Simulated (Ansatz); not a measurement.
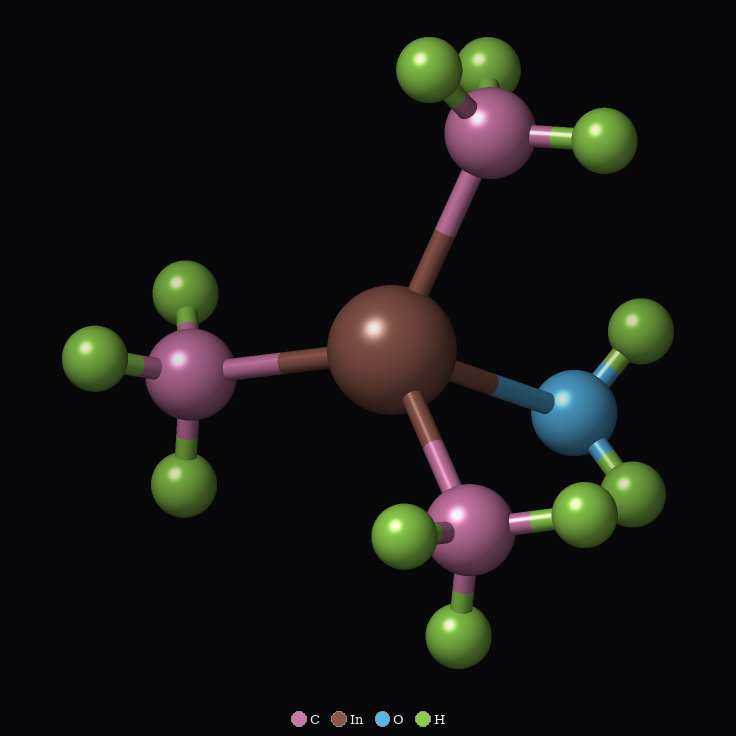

A ball-and-stick model of a molecule. Every bond is drawn as one stick, whatever its order.

Describe the molecule.

It has 16 atoms: 3 carbon, 11 hydrogen, 1 indium and 1 oxygen (C₃H₁₁InO). Its SMILES string is `[CH3][In-]([CH3])([CH3])[OH2+]`. Coordination, clear cases only: 3 C tetrahedral; 1 O trigonal pyramidal.

The parts below concern this one geometry. Atoms keep their numbers from picture to picture. The computed structure is the end point of a PBE0-D4/def2-TZVP optimisation.

**Dipole moment**

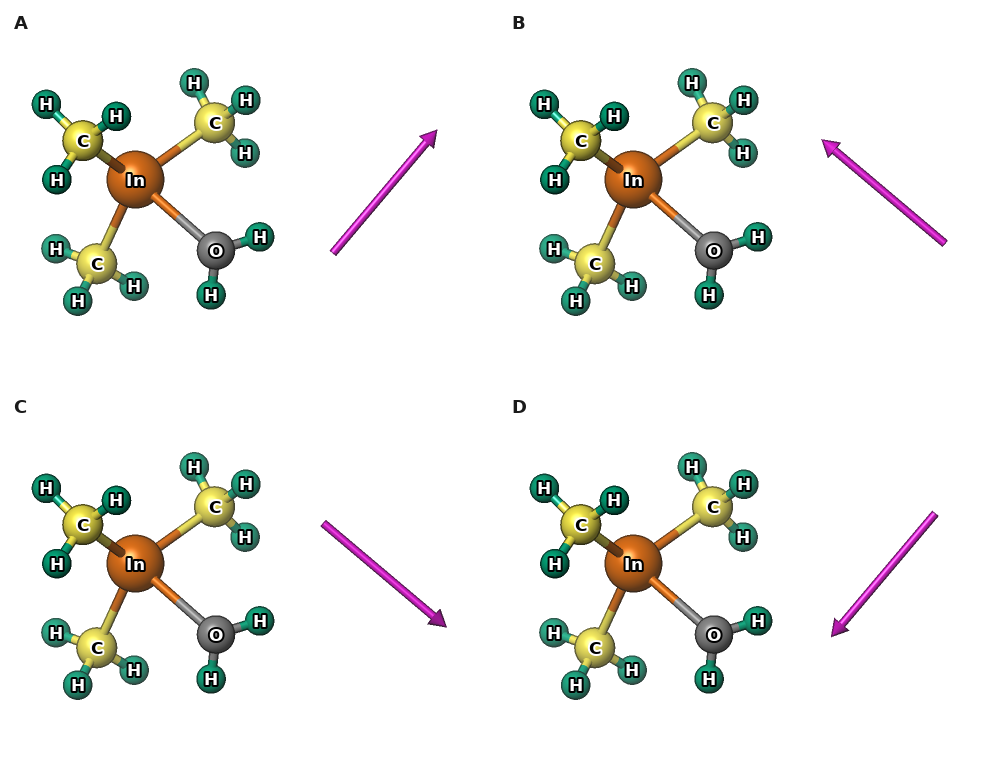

The same molecule four times, each with an arrow. Method: RKS PBE-D4/def2-TZVPP, core potentials on In (Ansatz 0.2.0).

> Which arrow points along the dipole moment, from the negative to the positive end?

C. The dipole moment is 2.92 D.

**Vibrations**

Harmonic vibrations computed with RKS PBE0-D4/def2-TZVP, core potentials on In (Ansatz 0.2.0) at a stationary point of the same level.

> List the wavenumbers.

42 modes: 35, 70, 71, 75, 85, 106, 114, 122, 124, 195, 352, 413, 475, 495, 503, 627, 631, 635, 702, 715, 724, 1183, 1185, 1190, 1449, 1450, 1450, 1456, 1458, 1458, 1624, 3040, 3041, 3049, 3125, 3126, 3128, 3129, 3133, 3144, 3824, 3928 cm⁻¹.

**Charges**

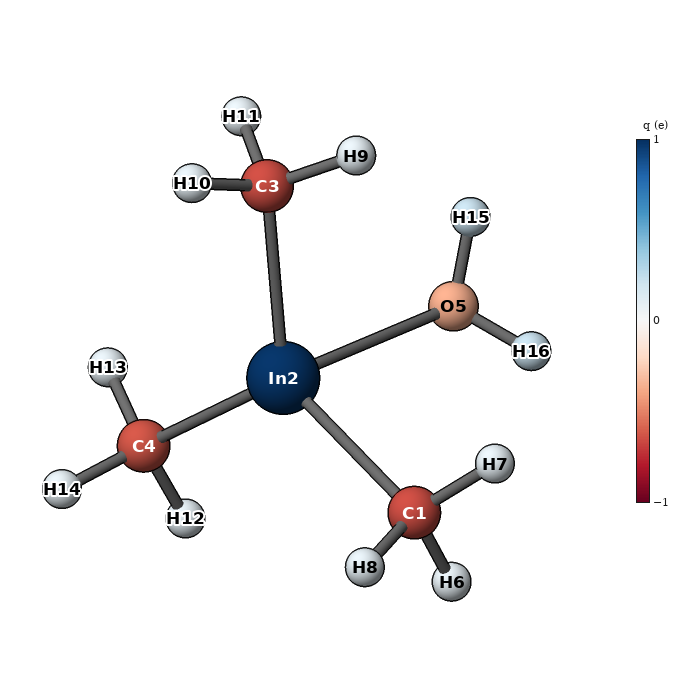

Atoms are coloured by their Mulliken charges. Method: RKS B3LYP-D4/def2-TZVPP, core potentials on In (Ansatz 0.2.0).

List the Mulliken charges.

```json
{"atom": "C1", "value (e)": "−0.64"}
{"atom": "In2", "value (e)": "0.98"}
{"atom": "C3", "value (e)": "−0.64"}
{"atom": "C4", "value (e)": "−0.62"}
{"atom": "O5", "value (e)": "−0.36"}
{"atom": "H6", "value (e)": "0.09"}
{"atom": "H7", "value (e)": "0.09"}
{"atom": "H8", "value (e)": "0.10"}
{"atom": "H9", "value (e)": "0.09"}
{"atom": "H10", "value (e)": "0.10"}
{"atom": "H11", "value (e)": "0.09"}
{"atom": "H12", "value (e)": "0.10"}
{"atom": "H13", "value (e)": "0.10"}
{"atom": "H14", "value (e)": "0.09"}
{"atom": "H15", "value (e)": "0.22"}
{"atom": "H16", "value (e)": "0.22"}
```

Mulliken values depend strongly on the basis set and can even reverse the polarity of a bond.
